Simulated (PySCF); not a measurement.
```tsv
atom	x (Å)	y (Å)	z (Å)
O	0.5793	0.5310	1.2686
C	1.2266	0.0285	0.3266
N	0.5449	-0.3891	-0.7231
B	-0.8900	-0.1593	-0.5414
N	-1.1296	0.4199	0.6527
O	-1.9164	0.8677	1.4415
H	2.3099	-0.0596	0.3743
H	1.0053	-0.8026	-1.5171
H	-1.7164	-0.4306	-1.3072
```

Geometry: GFN2-xTB.

Method: PySCF, PBE0/pcSseg-1, SCF density, gas phase, non-relativistic.

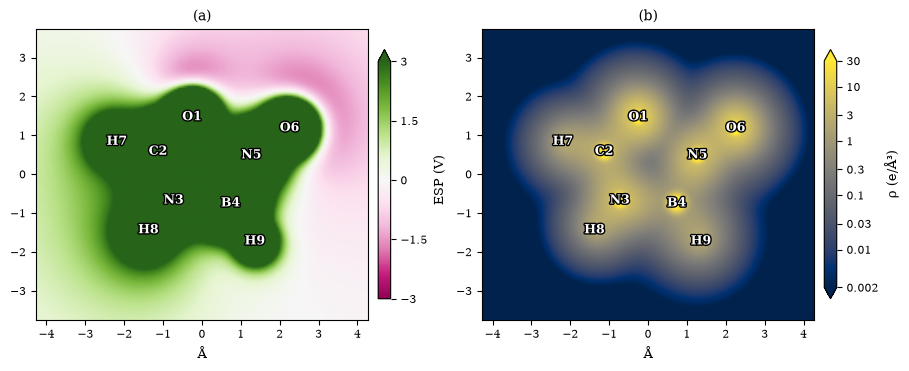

CH3BN2O2 (SMILES O=CNBN=O). (a) electrostatic potential; (b) total electron density on the molecular plane.

Interpret the plot.

- Atoms in the plane: O, C, N, B and H.
- N–O (1.20 Å): the density is about 3.5 e/Å³ at the midpoint.
- C–O (1.25 Å): ρ is about 3 e/Å³ halfway.
- C–N (1.32 Å): ρ at the midpoint is about 2.5 e/Å³.
- B–N (1.35 Å): the density is about 2 e/Å³ at the midpoint.
- N–H (1.01 Å): ρ at the midpoint is about 2.9 e/Å³.
- Outside the dense part of the molecule the potential is most negative (−1.6 V) near O6.
